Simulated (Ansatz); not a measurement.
# Sc3SnB (Pm-3m): from the cell to its phonons, part 2 of 2

Wanted: vibrations and spectra of Sc3SnB (Pm-3m); the cell is already relaxed. After the zone centre comes a 4×4×4 q mesh on a 8×8×8 k mesh.

Ansatz 0.2.0; DFT PBEsol, scalar-relativistic, plane waves, PAW; PAW set soft_1.

So far. Step 2 (Linear response at the zone centre): Before it was imposed, the acoustic sum rule was missed by 7.8e-5 eV/Å². Small misses are needed for a sound result but don't prove that mesh and cutoff are converged. The lowest optical mode is real, 127 cm⁻¹.

## (3) The dispersion

Stability and thermal properties need the whole zone. Linear response on a 4×4×4 q mesh gives force constants as far as a supercell of that size would.

input.yaml

```yaml
crystal:
  lattice:
    - [4.602466756, 0.0, 0.0]
    - [0.0, 4.602466756, 0.0]
    - [0.0, 0.0, 4.602466756]
  atoms:
    - { symbol: Sc, position: [0.0, 0.5, 0.5] }
    - { symbol: Sc, position: [0.5, 0.0, 0.5] }
    - { symbol: Sc, position: [0.5, 0.5, 0.0] }
    - { symbol: Sn, position: [0.0, 0.0, 0.0] }
    - { symbol: B, position: [0.5, 0.5, 0.5] }
kpoints:
  mp_grid: { grid: [8, 8, 8] }
hamiltonian:
  xc: pbesol
  pseudopotentials: { kind: paw, azcp: { folder: soft_1 }, xc_functional: pbe }
scf:
  occupations: { method: methfessel_paxton, width: 0.2 }
output:
  eigenvalues: true
phonons:
  method: dfpt
  qmesh: [4, 4, 4]
  temperatures: { t_max: 1000, t_step: 50 }
  qpath:
    path:
      - [[0.0, 0.0, 0.0], [0.0, 0.5, 0.0], [0.5, 0.5, 0.0], [0.0, 0.0, 0.0], [0.5, 0.5, 0.5], [0.0, 0.5, 0.0]]
      - [[0.5, 0.5, 0.5], [0.5, 0.5, 0.0]]
    npoints: 10
```

On the command line:

```
ansatz run input.yaml --threads 4 --pin off --max-ram 10240MiB --backend cpu --events-out ev --progress --plain --runs-dir out
```

Numbers of over 12 decimals in the logs are rounded to 6 here.

Log:

```text
[...]
Crystal: 5 atoms, lattice volume = 97.493 Å³
Basis set: ecut = 420 eV, 1935 PW (Γ), exchange–correlation on 64×64×64 points (8 copies of the dense FFT grid, shifted against one another)
Bands: 30, of which v1, the nominal top of the filled ones, is band 25 counted from 1 (24 counted from 0)
Symmetry: 48 space group operations
k-points: 35 of 512
[...]
SCF iter   1: F=—  HF=-12444.782281 eV  |F-HF|=—  |Δ(HF+E_count)|=         —  Δρ=7.99e-2  dr2=1.86e1  ethr=3.10e-3  ⟨swp⟩=4.9  Hψ=4231  notcnv=0
[...]
SCF iter  11: F=-12439.828866 eV  HF=-12439.828866 eV  |F-HF|=3.64e-12  |Δ(HF+E_count)|=  6.55e-11  S|Δr|=    0.00e0  Δρ=6.61e-8  dr2=6.65e-12  ethr=1.00e-12  ⟨swp⟩=7.6  Hψ=5611  notcnv=0
SCF 1 converged in 11 iterations: F = -12439.828866 eV  dr2 = 6.65e-12
[...]
iter 1 solved again at ethr=1.55e-7 eV; its pass at ethr=3.10e-3 eV (dr2=7.77e-5 eV) is discarded
SCF iter   1: F=—  HF=-12439.828864 eV  |F-HF|=—  |Δ(HF+E_count)|=         —  Δρ=3.95e-7  dr2=1.12e-10  ethr=1.55e-7  ⟨swp⟩=3.9  Hψ=6983  notcnv=0
eigensolver tolerance schedule: the retry pair's looser diagonalisation over-reported the residual by 694163.32 of it (diagonalisation noise at an unbounded share of the residual, at the tolerance the schedule requests for it); recorded, not acted on — ethr = c·dr2/N_el stays at c = 1.0e-1
[...]
SCF iter   2: F=—  HF=-12439.828866 eV  |F-HF|=—  |Δ(HF+E_count)|=   1.41e-6  S|Δr|=    0.00e0  Δρ=1.97e-7  dr2=3.74e-11  ethr=1.00e-12  ⟨swp⟩=4.0  Hψ=2940  notcnv=0
[...]
SCF iter   4: F=-12439.828866 eV  HF=-12439.828866 eV  |F-HF|=3.64e-12  |Δ(HF+E_count)|=  5.46e-12  S|Δr|=    0.00e0  Δρ=1.84e-8  dr2=3.46e-13  ethr=1.00e-12  ⟨swp⟩=2.5  Hψ=2148  notcnv=0
SCF 2 converged in 4 iterations: F = -12439.828866 eV  dr2 = 3.46e-13
[...]
phonons: the bands overlap, so this run is a metal and interpolates without the dipole-dipole term. If the crystal is really an insulator or semiconductor, its LO-TO splitting is missing
NSCF: frozen V_eff on 35 k-points
[...]
DFPT response loops at q = (0, 0, 0) (fractional): preconditioner auto → Kerker (q_TF=auto, 2.441 Å⁻¹) (partly filled bands, converged f_vac=0.000); β = 1.00, the filter's whole step (`scf.mixing.beta` (0.50) is not read by the response loops under this deck's `scf.mixing.preconditioner`; to damp them name `kerker` or `kerker_dos`, under which they read `scf.mixing.beta`, and type it under 1.00, their step now; both keys bind the ground state too); Broyden in place of MSR1
[...]
SCF converged after 11 iterations
[...]
Free energy (F): -12439.828866 eV
[...]
Internal energy: -12439.830233 eV  (E = F + TS)
E sigma→0 (E₀):  -12439.829208 eV
Entropy (-TS):   0.001368 eV (0.274 meV/atom)
Fermi energy:    10.430720 eV
[...]
--- Band table (eV; the first three rows and the last of 35) ---
  k-point 0: bands = [... 21 lower, 9.6010, 9.8933, 9.8933, 10.4499, 10.4499, 10.4499, 12.9110, 12.9110, ... 1 higher]
  k-point 1: bands = [... 21 lower, 9.5596, 10.0061, 10.3462, 10.3462, 10.4241, 10.4949, 12.0171, 12.8019, ... 1 higher]
  k-point 2: bands = [... 21 lower, 9.4633, 10.1376, 10.1376, 10.3202, 10.3256, 10.6164, 11.4905, 12.6962, ... 1 higher]
  k-point 34: bands = [... 21 lower, 7.6009, 8.6137, 8.6137, 8.6137, 11.9561, 11.9561, 11.9561, 12.1309, ... 1 higher]
--- Phonons (Γ-DFPT): 4 representative perturbations + reference (Σ response iterations 13) ---
  ASR residual: 7.379e-5 → 0.000e0 eV/Å²; symmetrization residual: 2.599e-6 eV/Å²
  ASR residual per site (eV/Å²): 3.14e-5 3.14e-5 3.14e-5 7.38e-5 1.26e-6
[...]
--- Phonons (arbitrary-q DFPT): 10 irreducible q on the 4×4×4 mesh ---
  q = [0.0000, 0.0000, 0.0000] (star 1, of the zone-centre solve; hermiticity 4.85e-7, symmetrization 6.33e-12): -0.00 -0.00 -0.00 126.78 126.78 126.78 167.50 167.50 167.50 238.20 238.20 238.20 488.32 488.32 488.32
  q = [0.0000, 0.0000, 0.2500] (star 6, 9 solved perturbations in 1560 linear systems a pass and spin channel, the states on 200 of 512 k-point pairs; hermiticity 4.21e-7, symmetrization 3.46e-13): 62.35 62.35 88.57 128.89 128.89 157.10 161.60 168.69 168.69 231.90 231.90 271.93 498.68 498.68 553.81
[...]
q = [0.0000, 0.2500, -0.5000] (star 12, 15 solved perturbations on 200 of 512 k-point pairs; hermiticity 3.44e-7, symmetrization 9.98e-8): 92.61 94.31 101.61 121.67 143.09 160.39 168.83 169.46 214.89 218.57 263.92 325.22 518.75 547.30 568.79
[...]
sum rule: each row above includes the acoustic sum rule's correction from the zone centre's row sums; it moved no ω² by more than (0.44 cm⁻¹)²
  mesh force constants: q→R imaginary residual 3.06e-19; ASR residual 7.379e-5 → 0.000e0 eV/Å²; symmetrization residual 2.309e-14 eV/Å²
  interpolated dispersion: 62 rows × 15 modes
  density of states and harmonic sums: on the 16×16×16 q-mesh, interpolated from the force constants of a 4×4×4 supercell (no non-analytic term)
  largest difference from the sums on the solved wave vectors: F 1.20e-2 eV, S 1.60e-5 and C_V 3.98e-6 eV/K
  zero-point energy: 0.228388 eV/cell   skipped modes (ω ≤ 0): 3   left out of the sums: 4.88e-5 of the cell's modes: C_V's classical limit lies that fraction below 3 k_B per atom; for a crystal, a wire or a layer, F and S can be off by more, and a phonons.interpolated_qmesh denser along its periods is the remedy for the sampling
```

Elapsed: 18 min, on 4 threads of Arm Neoverse V2, shared host; peak memory 3.7 GiB.

This step gave:

| Item | Value |
| --- | --- |
| sum-rule residual before enforcement | 7.38e-5 eV/Å² |
| lowest frequency on the path | 0 cm⁻¹ |
| highest frequency on the path or at a solved wavevector | 574.5 cm⁻¹ |
| mean frequency | 245.6 cm⁻¹ |
| Debye temperature (second moment) | 546 K |
| logarithmic mean frequency | 201.3 cm⁻¹ |
| lowest mode on the q mesh (acoustic modes at Γ apart) | 62.35 cm⁻¹ |
| zero-point energy per atom | 45.68 meV |
| heat capacity at 300 K | 21.64 J/(mol atoms K) |
| vibrational entropy at 300 K | 27.67 J/(mol atoms K) |
| edges of the widest gap between branches, on path and mesh | 359.3, 488.3 cm⁻¹ |

Frequencies (cm⁻¹) solved at each irreducible wavevector; negative means imaginary. Frequencies by wavevector, by row:

| q in reciprocal lattice units | star | mode 1 | mode 2 | mode 3 | mode 4 | mode 13 | mode 14 | mode 15 |
| --- | --- | --- | --- | --- | --- | --- | --- | --- |
| 0 0 0 | 1 | 0 | 0 | 0 | 126.8 | 488.3 | 488.3 | 488.3 |
| 0 0 0.25 | 6 | 62.4 | 62.4 | 88.6 | 128.9 | 498.7 | 498.7 | 553.8 |
| 0 0 -0.5 | 3 | 90.6 | 90.6 | 105.3 | 129.2 | 526 | 526 | 574.4 |
| 0 0.25 0.25 | 12 | 79.3 | 80.6 | 99.2 | 134.5 | 506.7 | 538.5 | 558.5 |
| 0 0.25 -0.5 | 12 | 92.6 | 94.3 | 101.6 | 121.7 | 518.8 | 547.3 | 568.8 |
| 0 -0.5 -0.5 | 3 | 83 | 99.1 | 99.9 | 99.9 | 516.2 | 561.2 | 561.2 |
| 0.25 0.25 0.25 | 8 | 88.9 | 88.9 | 102.6 | 129.5 | 540.8 | 540.8 | 559.2 |
| 0.25 0.25 -0.5 | 12 | 95.9 | 97.5 | 101.6 | 122.3 | 546.4 | 548.2 | 566.5 |
| 0.25 -0.5 -0.5 | 6 | 100 | 101.1 | 101.1 | 101.4 | 547.5 | 561.9 | 561.9 |
| -0.5 -0.5 -0.5 | 1 | 102.1 | 102.1 | 102.1 | 112.1 | 562.1 | 562.1 | 562.1 |

Interpolated from a 4×4×4 q mesh. The phonon branches at the labelled points (cm⁻¹):

| point | branch 1 | branch 2 | branch 3 | branch 4 | branch 12 | branch 13 | branch 14 | branch 15 |
| --- | --- | --- | --- | --- | --- | --- | --- | --- |
| Γ | 0 | 0 | 0 | 127 | 238 | 488 | 488 | 488 |
| X | 91 | 91 | 105 | 129 | 315 | 526 | 526 | 574 |
| M | 83 | 99 | 100 | 100 | 346 | 516 | 561 | 561 |
| Γ | 0 | 0 | 0 | 127 | 238 | 488 | 488 | 488 |
| R | 102 | 102 | 102 | 112 | 359 | 562 | 562 | 562 |
| X | 91 | 91 | 105 | 129 | 315 | 526 | 526 | 574 |
| jump to R | 102 | 102 | 102 | 112 | 359 | 562 | 562 | 562 |
| M | 83 | 99 | 100 | 100 | 346 | 516 | 561 | 561 |

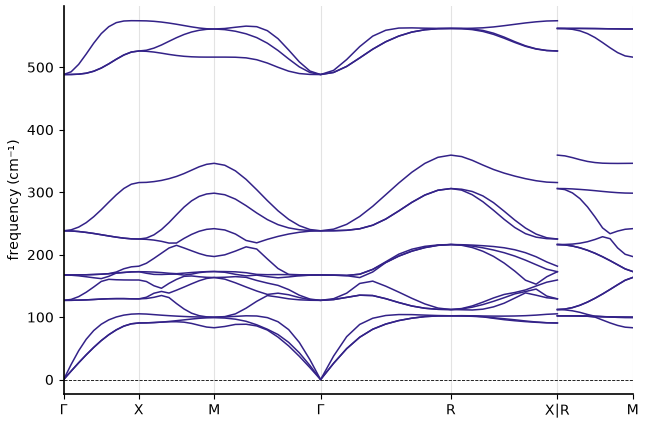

Phonon branches along the path.

The phonon density of states has structure finer than the step of the table below, so its rows give means over 50 cm⁻¹, whole bins alone (the curve runs from 2.5 to 578 cm⁻¹). Peaks (cm⁻¹: height): 102.5: 0.190, 132.5: 0.119, 167.5: 0.0736, 562.5: 0.0917.

Tetrahedra on a 16×16×16 mesh, mean over bins of 5 cm-1. Interpolated from a 4×4×4 q mesh. Table of phonon density of states by wavenumber; means over each step:

| wavenumber (cm⁻¹) | phonon density of states (1/cm⁻¹/cell) |
| --- | --- |
| 50 | 0.00572 |
| 100 | 0.0666 |
| 150 | 0.0689 |
| 200 | 0.0419 |
| 250 | 0.0308 |
| 300 | 0.0190 |
| 350 | 0.00704 |
| 400 | 0 |
| 450 | 0 |
| 500 | 0.0150 |
| 550 | 0.0444 |

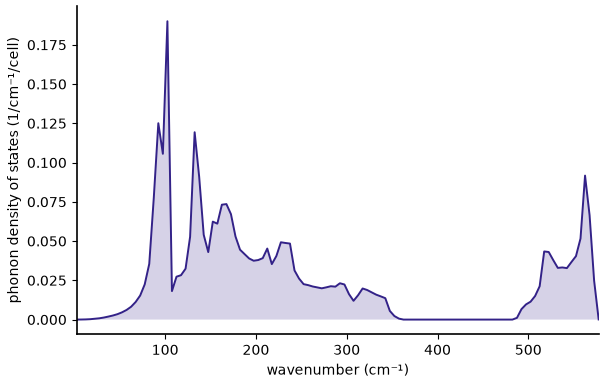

Phonon density of states against wavenumber.

The partial phonon density of states has structure finer than the step of the table below, so its rows give means over 50 cm⁻¹, whole bins alone (the curve runs from -10 to 602 cm⁻¹). Peaks (cm⁻¹: height): B 520.9: 0.0365, 563.3: 0.0728; Sc 136.2: 0.0763, 167.0: 0.0710, 293.9: 0.0232; Sn 97.7: 0.120.

Phonopy on the run's constants, 13x13x13 mesh, Gaussian sigma 4.4 cm-1. Interpolated from a 4×4×4 q mesh. The partial phonon density of states by wavenumber; means over each step; values in 1/cm⁻¹/cell:

| wavenumber (cm⁻¹) | B | Sc | Sn |
| --- | --- | --- | --- |
| 50 | 1.2e-4 | 0.00204 | 0.00375 |
| 100 | 1.2e-4 | 0.0165 | 0.0503 |
| 150 | 6.9e-4 | 0.0622 | 0.00524 |
| 200 | 8.1e-4 | 0.0407 | 6.5e-4 |
| 250 | 0.00224 | 0.0281 | 7.0e-6 |
| 300 | 6.5e-4 | 0.0185 | 6.9e-6 |
| 350 | 1.6e-4 | 0.00698 | 0 |
| 400 | 0 | 0 | 0 |
| 450 | 5.9e-7 | 0 | 0 |
| 500 | 0.0130 | 0.00204 | 0 |
| 550 | 0.0410 | 0.00273 | 5.4e-6 |

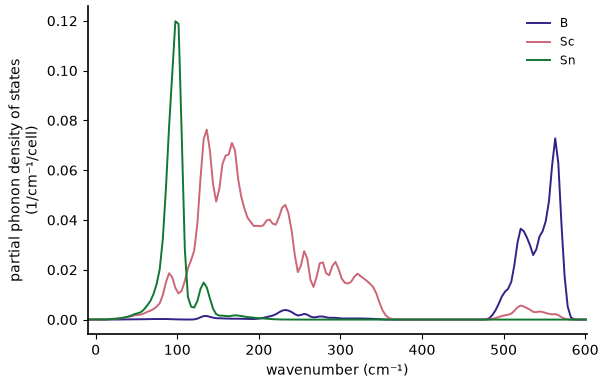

Partial phonon density of states, plotted against wavenumber.

Harmonic thermodynamic functions per atom, from the density of states. Interpolated from a 4×4×4 q mesh. Thermodynamic functions, by row:

| T (K) | F_vib (meV/atom) | S (J/mol-atom/K) | C_V (J/mol-atom/K) |
| --- | --- | --- | --- |
| 0 | 45.68 | 0 | 0 |
| 50 | 45.39 | 2.187 | 5.373 |
| 100 | 42.69 | 8.369 | 12.57 |
| 200 | 28.02 | 19.4 | 18.97 |
| 300 | 3.43 | 27.67 | 21.64 |
| 400 | -28.71 | 34.09 | 22.91 |
| 500 | -66.82 | 39.28 | 23.58 |
| 600 | -109.8 | 43.62 | 23.97 |
| 700 | -157 | 47.33 | 24.22 |
| 800 | -207.8 | 50.58 | 24.38 |
| 900 | -261.7 | 53.46 | 24.5 |
| 1000 | -318.5 | 56.04 | 24.58 |

Harmonic mean-square displacement, third of the trace. Interpolated from a 4×4×4 q mesh. Mean square displacements, by row:

| T (K) | Sc1 U_eq (Å²) | Sc2 U_eq (Å²) | Sc3 U_eq (Å²) | Sn4 U_eq (Å²) | B5 U_eq (Å²) |
| --- | --- | --- | --- | --- | --- |
| 0 | 0.00214 | 0.00214 | 0.00214 | 0.00149 | 0.00327 |
| 100 | 0.00282 | 0.00282 | 0.00282 | 0.00263 | 0.00351 |
| 300 | 0.0064 | 0.0064 | 0.0064 | 0.00702 | 0.00498 |
| 600 | 0.01235 | 0.01235 | 0.01235 | 0.01388 | 0.0083 |

Symmetry leaves 10 wavevectors to solve. The lowest mode among them, the acoustic zeros apart, lies at q = (0, 0, 0.25) and is real, 62.4 cm⁻¹.

## (4) Isotope substitution, element B, natural mass 10.81 amu

An isotope changes the mass and not the force constants, so no new electronic calculation is needed; the shifts show which modes move this element.

The same force constants with the mass of B changed from 10.810 to 10.013 u (phonopy, no LO-TO term). Both lists are sorted by frequency; levels can cross, so a row need not hold one and the same mode. Modes under 3 cm⁻¹ are left out. Isotope shifts, by row, the first 40 of 57 rows:

| q | rank | natural mass (cm⁻¹) | changed mass (cm⁻¹) |
| --- | --- | --- | --- |
| 0 0 0 | 4 | 126.8 | 126.9 |
| 0 0 0 | 5 | 126.8 | 126.9 |
| 0 0 0 | 6 | 126.8 | 126.9 |
| 0 0 0 | 7 | 167.5 | 167.5 |
| 0 0 0 | 8 | 167.5 | 167.5 |
| 0 0 0 | 9 | 167.5 | 167.5 |
| 0 0 0 | 10 | 238.2 | 238.8 |
| 0 0 0 | 11 | 238.2 | 238.8 |
| 0 0 0 | 12 | 238.2 | 238.8 |
| 0 0 0 | 13 | 488.3 | 504.8 |
| 0 0 0 | 14 | 488.3 | 504.8 |
| 0 0 0 | 15 | 488.3 | 504.8 |
| 0 0 0.25 | 1 | 62.35 | 62.41 |
| 0 0 0.25 | 2 | 62.35 | 62.41 |
| 0 0 0.25 | 3 | 88.57 | 88.59 |
| 0 0 0.25 | 4 | 128.9 | 129.1 |
| 0 0 0.25 | 5 | 128.9 | 129.1 |
| 0 0 0.25 | 6 | 157.1 | 157.2 |
| 0 0 0.25 | 7 | 161.6 | 161.6 |
| 0 0 0.25 | 8 | 168.7 | 168.7 |
| 0 0 0.25 | 9 | 168.7 | 168.7 |
| 0 0 0.25 | 10 | 231.9 | 232.6 |
| 0 0 0.25 | 11 | 231.9 | 232.6 |
| 0 0 0.25 | 12 | 271.9 | 272.5 |
| 0 0 0.25 | 13 | 498.7 | 515.5 |
| 0 0 0.25 | 14 | 498.7 | 515.5 |
| 0 0 0.25 | 15 | 553.8 | 573.8 |
| 0 0 -0.5 | 1 | 90.61 | 90.61 |
| 0 0 -0.5 | 2 | 90.61 | 90.61 |
| 0 0 -0.5 | 3 | 105.3 | 105.3 |
| 0 0 -0.5 | 4 | 129.2 | 129.4 |
| 0 0 -0.5 | 5 | 129.2 | 129.4 |
| 0 0 -0.5 | 6 | 159.4 | 159.4 |
| 0 0 -0.5 | 7 | 172.7 | 172.7 |
| 0 0 -0.5 | 8 | 172.7 | 172.7 |
| 0 0 -0.5 | 9 | 181.5 | 181.5 |
| 0 0 -0.5 | 10 | 224.9 | 225.7 |
| 0 0 -0.5 | 11 | 224.9 | 225.7 |
| 0 0 -0.5 | 12 | 315.4 | 315.4 |
| 0 0 -0.5 | 13 | 526 | 543.8 |

A mode of this element alone would shift by +3.90 %. The highest zone-centre frequency without the field goes from 488.3 to 504.8 cm⁻¹ (+3.4 %). The product of the frequency ratios over all optical modes at Γ is 1.117; the product rule, (m/m′)^(3k/2) (M′/M)^(3/2) with k = 1 such atoms and M the mass of the cell, gives 1.117.

## (5) Another isotope, element Sn, natural mass 118.71 amu

The same for Sn, from 118.71 to 123.91 u.

The same force constants with the mass of Sn changed from 118.710 to 123.905 u (phonopy, no LO-TO term). Both lists are sorted by frequency; levels can cross, so a row need not hold one and the same mode. Modes under 3 cm⁻¹ are left out. Isotope shifts, by row, the first 40 of 57 rows:

| q | rank | natural mass (cm⁻¹) | changed mass (cm⁻¹) |
| --- | --- | --- | --- |
| 0 0 0 | 4 | 126.8 | 125.3 |
| 0 0 0 | 5 | 126.8 | 125.3 |
| 0 0 0 | 6 | 126.8 | 125.3 |
| 0 0 0 | 7 | 167.5 | 167.5 |
| 0 0 0 | 8 | 167.5 | 167.5 |
| 0 0 0 | 9 | 167.5 | 167.5 |
| 0 0 0 | 10 | 238.2 | 238.2 |
| 0 0 0 | 11 | 238.2 | 238.2 |
| 0 0 0 | 12 | 238.2 | 238.2 |
| 0 0 0 | 13 | 488.3 | 488.3 |
| 0 0 0 | 14 | 488.3 | 488.3 |
| 0 0 0 | 15 | 488.3 | 488.3 |
| 0 0 0.25 | 1 | 62.35 | 61.53 |
| 0 0 0.25 | 2 | 62.35 | 61.53 |
| 0 0 0.25 | 3 | 88.57 | 86.94 |
| 0 0 0.25 | 4 | 128.9 | 127.9 |
| 0 0 0.25 | 5 | 128.9 | 127.9 |
| 0 0 0.25 | 6 | 157.1 | 156.7 |
| 0 0 0.25 | 7 | 161.6 | 161.6 |
| 0 0 0.25 | 8 | 168.7 | 168.7 |
| 0 0 0.25 | 9 | 168.7 | 168.7 |
| 0 0 0.25 | 10 | 231.9 | 231.9 |
| 0 0 0.25 | 11 | 231.9 | 231.9 |
| 0 0 0.25 | 12 | 271.9 | 271.9 |
| 0 0 0.25 | 13 | 498.7 | 498.7 |
| 0 0 0.25 | 14 | 498.7 | 498.7 |
| 0 0 0.25 | 15 | 553.8 | 553.8 |
| 0 0 -0.5 | 1 | 90.61 | 88.78 |
| 0 0 -0.5 | 2 | 90.61 | 88.78 |
| 0 0 -0.5 | 3 | 105.3 | 103.1 |
| 0 0 -0.5 | 4 | 129.2 | 129.2 |
| 0 0 -0.5 | 5 | 129.2 | 129.2 |
| 0 0 -0.5 | 6 | 159.4 | 159.4 |
| 0 0 -0.5 | 7 | 172.7 | 172.5 |
| 0 0 -0.5 | 8 | 172.7 | 172.5 |
| 0 0 -0.5 | 9 | 181.5 | 181.5 |
| 0 0 -0.5 | 10 | 224.9 | 224.9 |
| 0 0 -0.5 | 11 | 224.9 | 224.9 |
| 0 0 -0.5 | 12 | 315.4 | 315.3 |
| 0 0 -0.5 | 13 | 526 | 526 |

A mode of this element alone would shift by -2.12 %. The highest zone-centre frequency without the field goes from 488.3 to 488.3 cm⁻¹ (+0.0 %). The product of the frequency ratios over all optical modes at Γ is 0.966; the product rule, (m/m′)^(3k/2) (M′/M)^(3/2) with k = 1 such atoms and M the mass of the cell, gives 0.966.

## (6) Outcome

```yaml
space_group_within_0p01_a: Pm-3m
volume_per_atom: 19.5 Å³
electronic_character: no gap on this mesh
highest_optical_mode_at_the_zone_centre_no_lo_to_term: 488 cm⁻¹
lowest_optical_zone_centre_mode: 127 cm⁻¹
lowest_mode_on_the_q_mesh_acoustic_modes_at_gamma_apart: 62.4 cm⁻¹
highest_frequency_on_the_path_or_at_a_solved_wavevector: 574 cm⁻¹
zero_point_energy_per_atom: 45.7 meV
heat_capacity_at_300_k: 21.6 J/(mol atoms K)
vibrational_entropy_at_300_k: 27.7 J/(mol atoms K)
debye_temperature_second_moment: 546 K
imaginary_modes_on_the_4x4x4_q_mesh: none
```

In words: The structure is a minimum as far as tested: no mode is imaginary at the 10 irreducible wavevectors of the 4×4×4 mesh, and the softest away from the acoustic zeros lies at 62 cm⁻¹. The optical modes at Γ span 127 to 488 cm⁻¹. The highest mode in this list at Γ, 488.3 cm⁻¹, is mostly motion of B (86 % of the kinetic energy). On the path and the mesh, the widest gap between branches runs from 359 to 488 cm⁻¹. With no gap, or one that is small against the smearing, the frequencies hang on the k mesh and the smearing, most of all near Kohn anomalies. Spin-orbit coupling is left out, which can matter for the heavy elements here. The PAW files were made for PBE and serve the other functionals too. These are harmonic frequencies at zero temperature: anharmonic shifts, linewidths and thermal expansion are left out.

[Logs are printed without paths, hosts, clocks, repeated set-up lines and the standing remarks that a program may print on its own settings, such as how far it seeks lower states.]

[Hosts, paths, dates, database ids (printed as entryN), source tags and the programs' standing remarks are cut or masked in the printed files.]
